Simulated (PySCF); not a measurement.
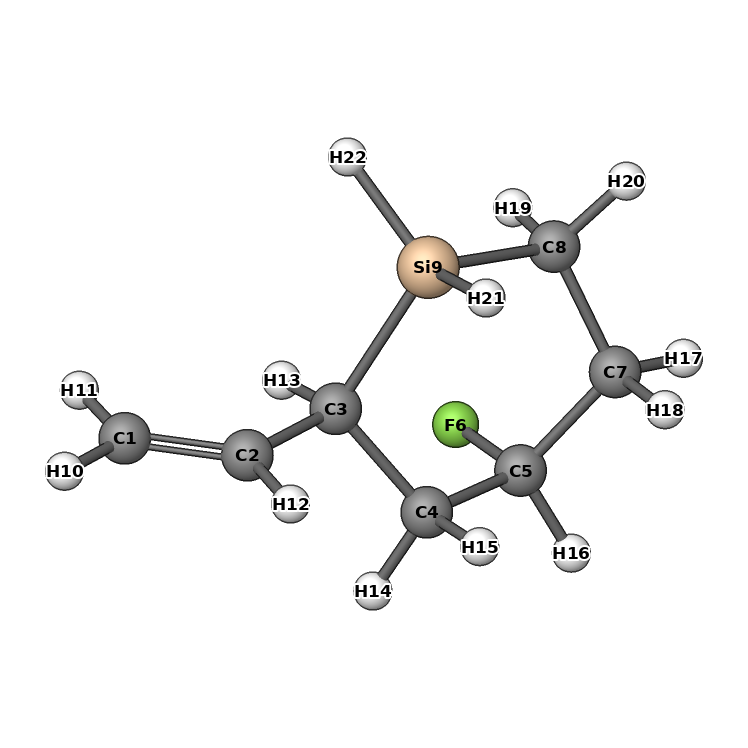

The questions are on isotropic NMR shieldings of the H atoms. Computed geometry: GFN2-xTB optimisation. No frequency run is at hand to confirm it as a minimum. Level of theory: GIAO PBE0/pcSseg-1 NMR shielding, non-relativistic, gas phase (PySCF 2.14.0).

Question: Which H atom is the most shielded (lowest chemical shift)?

Answer: H20 (30.99 ppm).

Question: Which H atom is the least shielded (highest chemical shift)?

Answer: H12 (25.80 ppm).

Question: How wide is the range of H shifts?

Answer: 5.19 ppm.

List the isotropic NMR shieldings of the H atoms.

| atom | σ (ppm) |
| --- | --- |
| H10 | 26.60 |
| H11 | 26.34 |
| H12 | 25.80 |
| H13 | 29.29 |
| H14 | 29.24 |
| H15 | 30.38 |
| H16 | 26.58 |
| H17 | 29.20 |
| H18 | 30.39 |
| H19 | 30.33 |
| H20 | 30.99 |
| H21 | 27.84 |
| H22 | 27.75 |

The geometry is semi-empirical. Around Si such bond lengths and angles can be off by a tenth of an ångström or more and by several degrees, and values that hang on the shape move with them.
